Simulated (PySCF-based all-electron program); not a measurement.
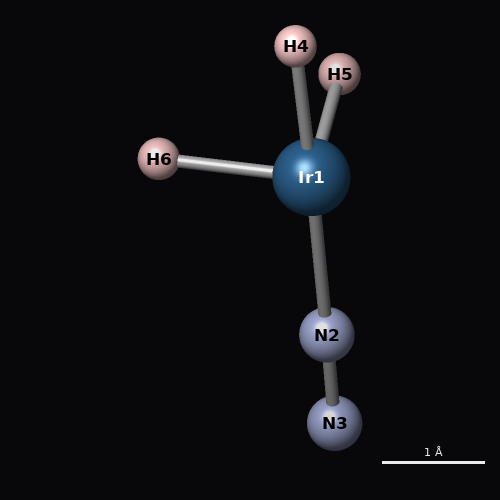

Simulated data, not a measurement (program: PySCF-based all-electron program).

The view is orthographic, and the bar gives the scale. The species is neutral and a spin singlet. Geometry: a fixed input geometry, not necessarily a minimum. Other spin states may lie lower.

Write Cartesian coordinates in Å in the frame of the picture: x to the right, y up, z towards the viewer, origin at the mean of the atomic positions.

```xyz
6
H3IrN2
Ir   0.17   0.25   0.60
N    0.32  -1.30  -0.61
N    0.40  -2.18  -1.32
H    0.01   1.54   1.54
H    0.44   1.27  -0.53
H   -1.34   0.43   0.32
```
